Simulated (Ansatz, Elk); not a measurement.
**Al2V: X-ray structure factors from the self-consistent density**

Structure refinements treat a crystal as free atoms side by side. For a made-up structure of Al2V (cell and positions from a PBEsol relaxation) the runs below show what the calculated density changes in F(hkl).

Method: DFT, PBE, all-electron APW+lo, Dirac cores, scalar-relativistic bands, static density, no spin, in Elk 11.2.3 (patched build).

The structure was built from a prototype and need not be the compound's stable phase.

## Step 1: Starting point

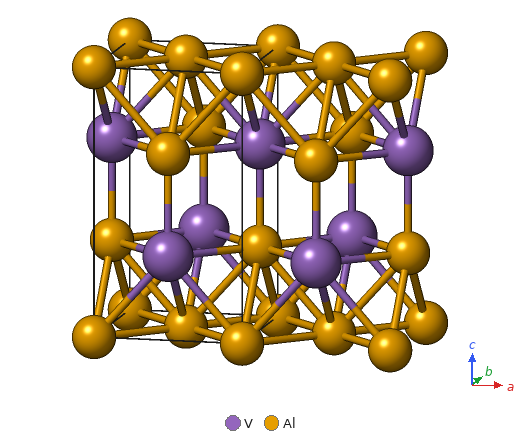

Start, viewed slightly off an axis; vanadium purple, aluminium orange. 2×1×1 cells are drawn. Some periodic images of atoms are drawn too.

## Step 2: Ground state and structure factors

An all-electron density is needed, since X-rays see the cores too. Task 0 finds the density and task 195 Fourier-transforms it; tshift is off so that phases refer to the origin typed.

The input, elk.in:

```
tasks
  0
  195

xctype
  20

spinpol
  .false.

rgkmax
  7.0

gmaxvr
  14.0

lmaxo
  7

lmaxapw
  8

swidth
  0.002

tshift
  .false.

ramdisk
  .false.

hmaxvr
  5.5

maxscl
  120

epspot
  1e-06

sppath
  './'

avec
  6.95105270811 0.00000000000 0.00000000000
  -0.00000000000 6.95105270811 0.00000000000
  0.00000000000 0.00000000000 12.52937828124

atoms
  2
  'V.in'
  2
  0.5000000000 -0.0000000000 0.3110841483   0.000000 0.000000 0.000000
  -0.0000000000 0.5000000000 0.6889158517   0.000000 0.000000 0.000000
  'Al.in'
  4
  0.5000000000 0.0000000000 0.6908841254   0.000000 0.000000 0.000000
  0.0000000000 0.5000000000 0.3091158746   0.000000 0.000000 0.000000
  0.5000000000 0.5000000000 -0.0000000000   0.000000 0.000000 0.000000
  -0.0000000000 -0.0000000000 0.0000000000   0.000000 0.000000 0.000000

ngridk
  6 6 4
```

Started as:

```
$ OMP_NUM_THREADS=4 elk
```

Numbers of over 12 decimals in the logs are rounded to 6 here.

Output:

```text
┌─────────────────────────┐
│ Elk code version 11.2.3 │
└─────────────────────────┘

All units are atomic (Hartree, Bohr, etc.)

┌─────────────────────────────────────────────────┐
│ Ground-state run starting from atomic densities │
└─────────────────────────────────────────────────┘

Lattice vectors :
   6.951052708       0.000000000       0.000000000
  -0.000000000       6.951052708       0.000000000
   0.000000000       0.000000000       12.52937828

Reciprocal lattice vectors :
  0.9039185244       0.000000000      -0.000000000
   0.000000000      0.9039185244       0.000000000
   0.000000000      -0.000000000      0.5014762238

Unit cell volume      :    605.3836462
Brillouin zone volume :   0.4097405257

Muffin-tin inner radius fraction :   0.1000000000E-01

Nuclei treated as point charges

Species : 1 (V)
 parameters loaded from : V.in
 name : vanadium
 nuclear charge    :   -23.00000000
 electronic charge :    23.00000000
 atomic mass :    92860.67382
 muffin-tin radius :    2.400000000
 number of radial points in muffin-tin :    993
 inner part over the whole radius :   0.9920165687E-02
 number on inner part of muffin-tin    :    699
 approximate nuclear radius :   0.6897515165E-04
 number of mesh points to nuclear radius :    327
 atomic positions (lattice), magnetic fields (Cartesian) :
  1 :   0.50000000  0.00000000  0.31108415    0.00000000  0.00000000  0.00000000
  2 :   0.00000000  0.50000000 -0.31108415    0.00000000  0.00000000  0.00000000

Species : 2 (Al)
 parameters loaded from : Al.in
 name : aluminium
 nuclear charge    :   -13.00000000
 electronic charge :    13.00000000
 atomic mass :    49184.33496
 muffin-tin radius :    2.200000000
 number of radial points in muffin-tin :    793
 inner part over the whole radius :   0.9821194981E-02
 number on inner part of muffin-tin    :    552
 approximate nuclear radius :   0.5839653600E-04
 number of mesh points to nuclear radius :    244
 atomic positions (lattice), magnetic fields (Cartesian) :
  1 :   0.50000000  0.00000000 -0.30911587    0.00000000  0.00000000  0.00000000
  2 :   0.00000000  0.50000000  0.30911587    0.00000000  0.00000000  0.00000000
  3 :   0.50000000  0.50000000  0.00000000    0.00000000  0.00000000  0.00000000
  4 :   0.00000000  0.00000000  0.00000000    0.00000000  0.00000000  0.00000000

Total number of atoms per unit cell :    6
Total muffin-tin volume :    294.2206240
 ratio of muffin-tin to unit cell volume :   0.4860068914

Spin treatment :
 spin-unpolarised

Number of Bravais lattice symmetries :   16
Number of crystal symmetries         :   16
Crystal has no inversion symmetry
Complex Hermitian eigensolver will be used

k-point grid :      6     6     4
k-point offset :    0.000000000       0.000000000       0.000000000
k-point set is reduced with full crystal symmetry group
Total number of k-points :       30

Muffin-tin radius times maximum |G+k| :    7.000000000
 using average radius
Maximum |G+k| for APW functions       :    3.088235294
Maximum (1/2)|G+k|²                   :    4.768598616
Maximum |G| for potential and density :    14.00000000
Constant for pseudocharge density :    8
 order of it for each species :   15  15
 order of it for pair densities of each species (exact exchange by exxq0 0: 16) :   11   9
Radial integration step length :    1

G-vector grid sizes :     32    32    56
Number of G-vectors :    28051

Maximum angular momentum used for
 APW functions            :    8
 outer part of muffin-tin :    7
 inner part of muffin-tin :    2

Total nuclear charge    :   -98.00000000
Total core charge       :    36.00000000
Total valence charge    :    62.00000000
Total excess charge     :    0.000000000
Total electronic charge :    98.00000000

Effective Wigner radius, rₛ :    1.138252641

Number of empty states         :     24
Total number of valence states :     56
Total number of core states    :     36

Third-order local-orbitals added for an l without core states : T
Total number of local-orbitals :     76

[...]
Madelung                    :     -3442.9077121345
 xc potential                :     -214.32310921110
 exchange                    :     -161.21403020145
 correlation                 :     -4.113055
 electron entropic           :    -0.16980649094249E-02
 total energy                :     -2871.1479786325

Density of states at Fermi energy :    132.9809785
 (states/Hartree/unit cell)

Estimated indirect band gap :   0.1362669467E-02
 from k-point 22 to k-point 22
Estimated direct band gap   :   0.1362669467E-02
 at k-point 22

Charges :
 core                        :    36.00000000
 valence                     :    62.00000000
 interstitial                :    9.485481416
 muffin-tins (core leakage)
  species : 1 (V)
[...]
species : 2 (Al)
[...]
total in muffin-tins        :    88.51451858
 total calculated charge     :    97.99790043
 total charge                :    98.00000000
 error                       :   0.2099571317E-02

RMS change in Kohn-Sham potential (target) :   0.5851910743     (  0.1000000000E-05)
Absolute change in total energy (target)   :   0.4052344387     (  0.1000000000E-03)

[... loops 3 to 14 left out ...]

┌──────────────────┐
│ Loop number : 15 │
└──────────────────┘

Energies :
 Fermi                       :     0.297691
 sum of occupied eigenvalues :     -1623.4925501004
 electron kinetic            :      2891.9218052810
 core electron kinetic       :      2475.3338899381
 Coulomb                     :     -5596.2855587474
 Coulomb potential           :     -4301.2079539980
 nuclear-nuclear             :     -515.09207408129
 electron-nuclear            :     -5876.2900171383
 Hartree                     :      795.09653247214
 Madelung                    :     -3445.6815817485
 xc potential                :     -214.20640138343
 exchange                    :     -161.44774861722
 correlation                 :     -4.112564
 electron entropic           :    -0.17880379795494E-02
 total energy                :     -2869.9258543900

Density of states at Fermi energy :    139.2772562
 (states/Hartree/unit cell)

Estimated indirect band gap :   0.1438528480E-02
 from k-point 22 to k-point 28
Estimated direct band gap   :   0.9348933639E-02
 at k-point 21

Charges :
 core                        :    36.00000000
 valence                     :    62.00000000
 interstitial                :    9.268723257
 muffin-tins (core leakage)
  species : 1 (V)
[...]
species : 2 (Al)
[...]
total in muffin-tins        :    88.73127674
 total calculated charge     :    97.99793800
 total charge                :    98.00000000
 error                       :   0.2061997992E-02

RMS change in Kohn-Sham potential (target) :   0.8266853337E-06 (  0.1000000000E-05)
Absolute change in total energy (target)   :   0.1645513385E-04 (  0.1000000000E-03)

Convergence targets achieved

┌──────────────────┐
│ Loop number : 16 │
└──────────────────┘

Energies :
 Fermi                       :     0.297691
 sum of occupied eigenvalues :     -1623.4925360827
 electron kinetic            :      2891.9217956395
 core electron kinetic       :      2475.3338943477
 Coulomb                     :     -5596.2855391908
 Coulomb potential           :     -4301.2079671409
 nuclear-nuclear             :     -515.09207408129
 electron-nuclear            :     -5876.2899648247
 Hartree                     :      795.09649971519
 Madelung                    :     -3445.6815556204
 xc potential                :     -214.20636458132
 exchange                    :     -161.44774664222
 correlation                 :     -4.112564
 electron entropic           :    -0.17880376203329E-02
 total energy                :     -2869.9258424890

Density of states at Fermi energy :    139.2772350
 (states/Hartree/unit cell)

Estimated indirect band gap :   0.1438512358E-02
 from k-point 22 to k-point 28
Estimated direct band gap   :   0.9348936998E-02
 at k-point 21

Charges :
 core                        :    36.00000000
 valence                     :    62.00000000
 interstitial                :    9.268724648
 muffin-tins (core leakage)
  species : 1 (V)
[...]
species : 2 (Al)
[...]
atom 2                    :    11.36830605     (  0.4838725489E-03)
   atom 3                    :    11.37864367     (  0.4839509635E-03)
   atom 4                    :    11.37864367     (  0.4839509635E-03)
 total in muffin-tins        :    88.73127535
 total calculated charge     :    97.99793800
 total charge                :    98.00000000
 error                       :   0.2061998159E-02

┌──────────────────────────────┐
│ Self-consistent loop stopped │
└──────────────────────────────┘

Warning : core states of species 2 leak from the muffin-tin :   0.4839509635E-03

Wrote STATE.OUT
```

It took 44 s on 4 threads of Intel Xeon Platinum 8259CL at 2.50GHz (Skylake/Cascade Lake), shared host; peak memory 0.18 GiB.

SFACRHO.OUT:

```text

h k l indices transformed by vhmat matrix:
   1.000000000       0.000000000       0.000000000    
   0.000000000       1.000000000       0.000000000    
   0.000000000       0.000000000       1.000000000    

      h      k      l  multipl.   |H|            Re(F)            Im(F)           |F|

      0      0      0      1   0.0000000       97.999999      0.10513622E-16   97.999999    
      0      0     -1      2  0.50147622     -0.90068213     -0.12386457E-15  0.90068213    
      1      0      0      4  0.90391852       0.0000000      0.44911143E-14  0.44911143E-14
      0      0      2      2   1.0029524      -21.675699      0.20222817E-15   21.675699    
     -1      0     -1      4   1.0337055     -0.21003464E-14   15.794359       15.794359    
      1      0      1      4   1.0337055     -0.21003464E-14  -15.794359       15.794359    
     -1      1      0      4   1.2783338      -34.335866     -0.18298149E-14   34.335866    
     -1      0     -2      4   1.3501786       0.0000000      -10.887756       10.887756    
      0      1     -2      4   1.3501786      0.10501732E-14   10.887756       10.887756    
     -1      1     -1      8   1.3731773       37.077750     -0.18390855E-14   37.077750    
      0      0     -3      2   1.5044287       62.124144     -0.20921431E-15   62.124144    
     -1     -1      2      8   1.6248234       51.649847      0.32106265E-14   51.649847    
      1      0      3      4   1.7550995     -0.31505197E-14   4.8334378       4.8334378    
     -1      0     -3      4   1.7550995     -0.31505197E-14  -4.8334378       4.8334378    
      0     -2      0      4   1.8078370       61.859968      0.76458610E-14   61.859968    
      0     -2     -1      4   1.8761005     -0.66107797     -0.12755400E-15  0.66107797    
      2      0     -1      4   1.8761005     -0.66107797      0.97876862E-16  0.66107797    
     -1      1      3      8   1.9741943      -24.083985     -0.15200348E-14   24.083985
```

Elk indexes on the primitive cell of elk.in and gives |H| = 4π sin θ/λ in inverse bohr. Below, one row stands for each form hkl of the conventional cell (m members, Friedel mates merged), F is for one primitive cell and the density is static (no thermal factor). Free-atom factors are Waasmaier and Kirfel's, and R is Σm||F|−|F'||/Σm|F|.

```csv
hkl,m,sin θ/λ (Å⁻¹),"abs F, DFT",neutral atoms,diff.,abs of complex diff.
001,2,0.075,0.901,0.907,-0.006,0.006
100,4,0.136,0.000,0.000,+0.000,0.000
002,2,0.151,21.676,21.522,+0.154,0.154
101,8,0.155,15.794,15.718,+0.076,0.076
110,4,0.192,34.336,34.510,-0.174,0.174
102,8,0.203,10.888,11.158,-0.270,0.270
111,8,0.206,37.078,37.278,-0.200,0.200
003,2,0.226,62.124,62.871,-0.747,0.747
112,8,0.244,51.650,52.143,-0.493,0.493
103,8,0.264,4.833,4.947,-0.114,0.114
200,4,0.272,61.860,62.427,-0.567,0.567
201,8,0.282,0.661,0.587,+0.074,0.074
113,8,0.297,24.084,24.154,-0.070,0.070
004,2,0.302,17.974,18.035,-0.060,0.060
210,8,0.304,0.000,0.000,+0.000,0.000
202,8,0.311,15.514,15.668,-0.154,0.154
211,16,0.313,11.017,10.945,+0.072,0.072
104,8,0.331,11.349,11.373,-0.025,0.025
```

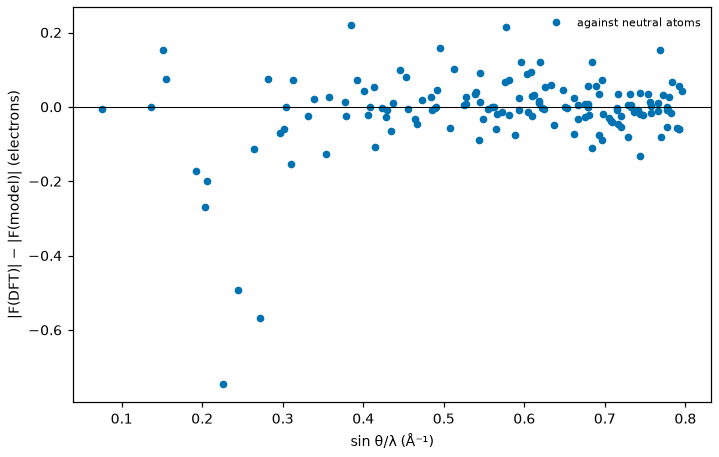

Difference between the calculated structure factors and the independent-atom ones.

## Step 3: The highest occupied states alone

An energy window below the Fermi level keeps the highest occupied states, to see at which angles they scatter; shallow core shells can lie inside it and anion s states outside. No new self-consistency is needed.

Edit elk.in of step 2 so:

```diff
@@ -1,3 +1,2 @@
 tasks
-  0
   195
@@ -40,2 +39,5 @@
 
+wsfac
+  -0.253550 0.597690
+
 sppath
```

Started as:

```
$ OMP_NUM_THREADS=4 elk
```

Output:

```text
┌─────────────────────────────────┐
│ Elk code version 11.2.3 started │
└─────────────────────────────────┘

Info(readinput): the functional depends on the density's gradient
 muffin-tin radial points multiplied by    2.00000
 (not where nrmtscf is given)

┌────────────────────┐
│ Current task : 195 │
└────────────────────┘

Info(sfacrho): density structure factors written to SFACRHO.OUT

 Energy window :  -0.2535500000      0.5976900000

┌──────────────────┐
│ Elk code stopped │
└──────────────────┘
```

Wall time 11 s (4 threads); peak memory 0.16 GiB.

States within 15 eV below the Fermi level hold 22.00 electrons; any levels below the window count with the cores. Their amplitudes can exceed the total, where window and core parts have opposite phase:

```csv
hkl,sin θ/λ (Å⁻¹),"abs F, window","abs F, all"
001,0.075,0.279,0.901
100,0.136,0.000,0.000
002,0.151,2.987,21.676
101,0.155,2.946,15.794
110,0.192,3.165,34.336
102,0.203,1.675,10.888
111,0.206,1.324,37.078
003,0.226,1.911,62.124
112,0.244,1.243,51.650
103,0.264,0.797,4.833
```

## Step 4: Another functional

The difference from free atoms is small, so it is set against the change that LDA (Perdew-Wang) makes.

Edit elk.in of step 3 so:

```diff
@@ -1,2 +1,3 @@
 tasks
+  0
   195
@@ -4,3 +5,3 @@
 xctype
-  20
+  3
 
@@ -39,5 +40,2 @@
 
-wsfac
-  -0.253550 0.597690
-
 sppath
```

Started as:

```
$ OMP_NUM_THREADS=4 elk
```

Output:

```text
┌─────────────────────────┐
│ Elk code version 11.2.3 │
└─────────────────────────┘

All units are atomic (Hartree, Bohr, etc.)

┌─────────────────────────────────────────────────┐
│ Ground-state run starting from atomic densities │
└─────────────────────────────────────────────────┘

Lattice vectors :
   6.951052708       0.000000000       0.000000000
  -0.000000000       6.951052708       0.000000000
   0.000000000       0.000000000       12.52937828

Reciprocal lattice vectors :
  0.9039185244       0.000000000      -0.000000000
[...]
muffin-tins (core leakage)
  species : 1 (V)
[...]
species : 2 (Al)
[...]
atom 3                    :    11.39316191     (  0.5123021859E-03)
   atom 4                    :    11.39316191     (  0.5123021859E-03)
 total in muffin-tins        :    88.84001687
 total calculated charge     :    97.99781253
 total charge                :    98.00000000
 error                       :   0.2187473579E-02

┌──────────────────────────────┐
│ Self-consistent loop stopped │
└──────────────────────────────┘

Warning : core states of species 2 leak from the muffin-tin :   0.5123021859E-03

Wrote STATE.OUT
[key lines of the parts left out:]
total energy                :     -2862.5007202228
```

It took 30 s on 4 threads; peak memory 0.16 GiB; 93 s of CPU time.

Against the first run R = 0.14 %; the largest change is -0.090 at 220.

## Step 5: Basis size

The basis and the expansions that go with it are enlarged, to see whether the differences are converged.

Edit elk.in of step 4 so:

```diff
@@ -5,3 +5,3 @@
 xctype
-  3
+  20
 
@@ -11,12 +11,12 @@
 rgkmax
-  7.0
+  8.5
 
 gmaxvr
-  14.0
+  18.0
 
 lmaxo
-  7
+  9
 
 lmaxapw
-  8
+  10
```

Started as:

```
$ OMP_NUM_THREADS=4 elk
```

Output:

```text
┌─────────────────────────┐
│ Elk code version 11.2.3 │
└─────────────────────────┘

All units are atomic (Hartree, Bohr, etc.)

┌─────────────────────────────────────────────────┐
│ Ground-state run starting from atomic densities │
└─────────────────────────────────────────────────┘

Lattice vectors :
   6.951052708       0.000000000       0.000000000
  -0.000000000       6.951052708       0.000000000
   0.000000000       0.000000000       12.52937828

Reciprocal lattice vectors :
  0.9039185244       0.000000000      -0.000000000
[...]
muffin-tins (core leakage)
  species : 1 (V)
[...]
species : 2 (Al)
[...]
atom 3                    :    11.37887943     (  0.4838801783E-03)
   atom 4                    :    11.37887943     (  0.4838801783E-03)
 total in muffin-tins        :    88.74289307
 total calculated charge     :    97.99809630
 total charge                :    98.00000000
 error                       :   0.1903699090E-02

┌──────────────────────────────┐
│ Self-consistent loop stopped │
└──────────────────────────────┘

Warning : core states of species 2 leak from the muffin-tin :   0.4838801783E-03

Wrote STATE.OUT
[key lines of the parts left out:]
total energy                :     -2869.9322633226
```

Elapsed: 1.9 min, on 4 threads; peak memory 0.35 GiB; 5.9 min of CPU time.

Against the first run R = 0.01 %; the largest change is -0.006 at 312.

## Step 6: Settings against the effect

```csv
run,R against the first run (%),"R against neutral atoms, low angle (%)",wall time
"PBE, rgkmax 7",0.00,0.88,44 s
LDA (Perdew-Wang),0.14,0.89,30 s
rgkmax 8.5 with larger expansions,0.01,0.88,1.9 min
```

## Step 7: Results

```yaml
r_against_neutral_atoms_sin_theta_lambda_0p3_a_minus1: 0.88 %
r_against_neutral_atoms_0p3_to_0p80_a_minus1: 0.34 %
```

In words: Independent neutral atoms miss the calculated amplitudes by R = 0.88 % below 0.3 Å⁻¹ and 0.34 % from there to 0.80 Å⁻¹; by shells, 0.66 % below 0.15 Å⁻¹ (1 form), 0.88 % 0.15 to 0.3 (11 forms), 0.31 % 0.3 to 0.45 (21 forms), 0.35 % above 0.45 (108 forms). Bonding, aspherical density and the tables' own atoms all enter these figures, and the runs don't part them. The largest change of an amplitude is -0.75 electrons, at 003. The window's part falls from 22.0 electrons at the origin to at most 0.61 between 0.45 and 0.80 Å⁻¹. Below 0.3 Å⁻¹ the changes that finished (LDA (Perdew-Wang) and rgkmax 8.5 with larger expansions) move F by R = 0.05 % at most, against the 0.88 % that separates it from free atoms. The k-mesh has no finished test. These runs have no spin, though d or f shells may be open. Part of the difference isn't bonding: the tables are fits to free atoms and ions calculated by other methods than this functional. Thermal motion, anomalous dispersion and extinction are left out.

[Logs are printed without paths, hosts, clocks, repeated set-up lines and the standing remarks that a program may print on its own settings, such as how far it seeks lower states.]

[Hosts, paths, dates, database ids (printed as entryN), source tags and the programs' standing remarks are cut or masked in the printed files.]
